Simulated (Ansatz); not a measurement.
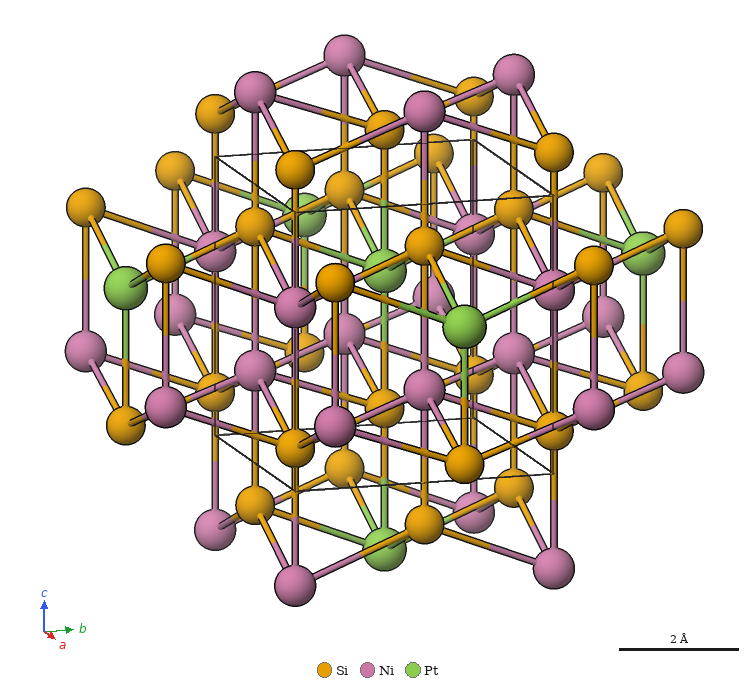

Drawn in the ball-and-stick manner and seen slightly off an axis. The parallelepiped is the conventional unit cell. Every bond is drawn to its end, so some atoms lie outside the box.

Si4Ni3Pt, space group P4mm (No. 99), a = 4.576 Å, b = 4.576 Å, c = 4.819 Å, α = 90.00°, β = 90.00°, γ = 90.00°. The structure was taken from a structure type filled with these elements by a generator (whether the compound takes this form wasn't checked). Earlier steps of the study, as a rule a relaxation of our own, may have changed the cell and positions, so they can lie some per cent off the listed ones. It was the input of a calculation with Ansatz.

This one geometry was computed with Ansatz (DFT, plane waves, PAW) at three levels of theory: PBEsol, PBE and r2SCAN.

Which level gives the highest pressure at this volume, and what does that say about its equilibrium volume?

Answer. Highest: PBE (0.0 GPa), which points to the largest equilibrium volume. Lowest, with the smallest volume: PBEsol (-6.1 GPa). Levels within 0.5 GPa of each other can't be told apart.

How does the band gap change with the level of theory?

Answer. All levels give a metal.

Collect the results in a table.

Answer.
| level | cutoff (eV) | k-mesh of the run's cell | gap (eV) | pressure (GPa) |
| --- | --- | --- | --- | --- |
| PBEsol | 420 | 8×8×8 | metal | -6.1 |
| PBE | 420 | 8×8×8 | metal | 0.0 |
| r2SCAN | 500 | 8×8×8 | metal | -5.1 |

Gaps are taken on the k-mesh or band path of each run.
